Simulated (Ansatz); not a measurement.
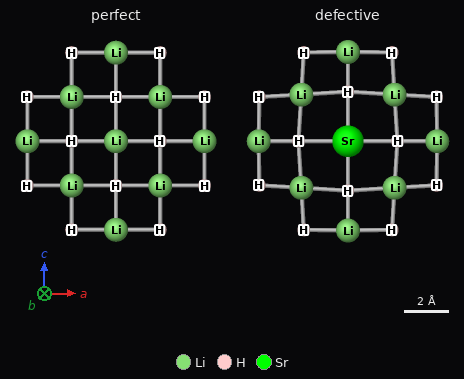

Left: perfect LiH. Right: the same region with one point defect, after relaxing the atoms in a supercell of 54 sites. Style: ball-and-stick. Shown: the atoms within 4.6 Å of one point, in a slice 3.4 Å thick across the line of sight, along the b axis.

Level of theory: Ansatz 0.2.0, DFT, PBE, plane-wave PAW, default files, scalar-relativistic. Settings: plane-wave cutoff 420 eV; k-point mesh 3 × 3 × 3; occupations fermi dirac; smearing width 0.01 eV; no spin polarisation. A uniform background neutralises the charged cell. The axes drawn are those of the host's conventional cell.

Which defect is it?

A lithium atom is replaced by strontium.

The charge state of the cell is +1.

How does the lattice respond?

In the host the Li atom has 6 H at 2.04 Å; the Sr atom ends with 6 H at 2.28 Å. Of the host's atoms, a hydrogen atom moves furthest from its site, by 0.24 Å. Relaxing the atoms from the host's sites lowers the energy by 1.86 eV.

Limits of the set-up: the cell is charged, on a uniform background, and energies carry no finite-size correction.
